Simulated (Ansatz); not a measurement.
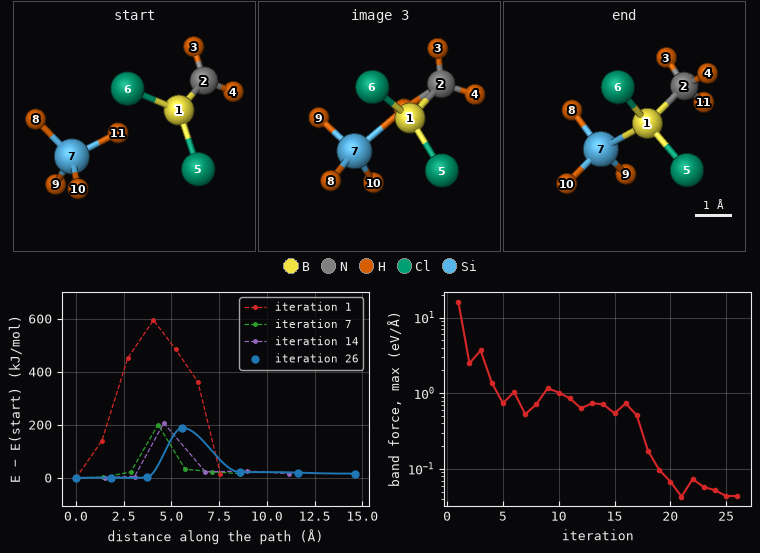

A search for the minimum-energy path of BSiNH$_{6}$Cl$_{2}$, made up at the start of BNH2Cl2 and SiH4 by the nudged elastic band. Images are numbered from 0 (start) to 6 (end). The plot follows the band through its iterations. The picture is a ball-and-stick view, seen from a free direction.

Level of theory: RKS PBE-D4/6-31G* (Ansatz 0.2.0). Set-up: 5 movable images; climbing image; force threshold 0.05 eV/Å; iteration limit 60; starting path through a guess of the saddle point.

Question: How did the profile develop, and is the result final?

Answer: The result is final at these settings. The band converged in 26 iterations. The largest component of the band force went from 16 to 0.044 eV/Å. The climbing image converged on the top of the path. Its vibrational analysis gives one imaginary mode (1259i cm⁻¹), as a transition state must have. The first iteration put the highest image at 594.7 kJ/mol. Forward barrier 188.3 kJ/mol, backward barrier 172.5 kJ/mol, with image 3 at the top; the reaction energy is +15.8 kJ/mol.

Limits of the set-up: the start holds two separate molecules, 3.1 Å apart at their closest, whose relative position is a soft coordinate.

The run took 2.2 min on 2 threads of Intel(R) Xeon(R) 6975P-C (Granite Rapids), with other jobs on the host, peak memory 0.17 GiB.
